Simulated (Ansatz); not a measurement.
Relaxed SiC (zinc blende):

```
CELL_PARAMETERS angstrom
      0.00000     2.17817     2.17817
      2.17817     0.00000     2.17817
      2.17817     2.17817     0.00000
ATOMIC_POSITIONS crystal
  C  0.75000 0.75000 0.75000
  Si 0.00000 0.00000 0.00000
```

The atoms are displaced by Q × the pattern below (from a DFPT mode at Γ, largest move 1; Q in Å), at fixed cell. It is one choice among 3 degenerate patterns.

```tsv
atom	x	y	z
C1	0.000	0.000	-1.000
Si2	0.000	0.000	0.428
```

Computed with r2SCAN (plane waves to 500 eV, PAW, scalar-relativistic; Ansatz, a first-principles code). k mesh 13×13×13 (Γ-centred), Fermi-Dirac smearing 0.05 eV. Energies are smeared free energies. SiC was relaxed with its symmetry unable to fall. ΔE is measured from the undisplaced structure.

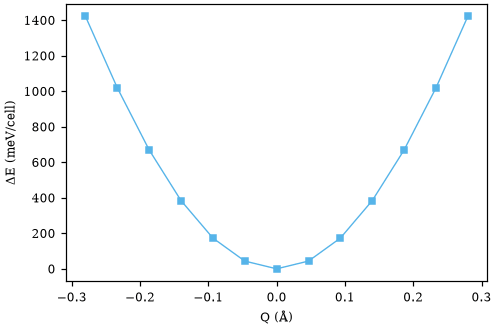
Fig. 1. ΔE (meV/cell) against Q (Å); markers are the computed points, lines only join them.

### Question
What is the energy change at Q = 0.280 Å?

### Answer
About 1400 meV/cell.

### Question
What harmonic wavenumber does the curvature at Q = 0 give?

### Answer
About 800 cm⁻¹.

(For displaced atoms, the force is minus the slope of the energy, and its curvature is a force constant, which sets phonon frequencies.)
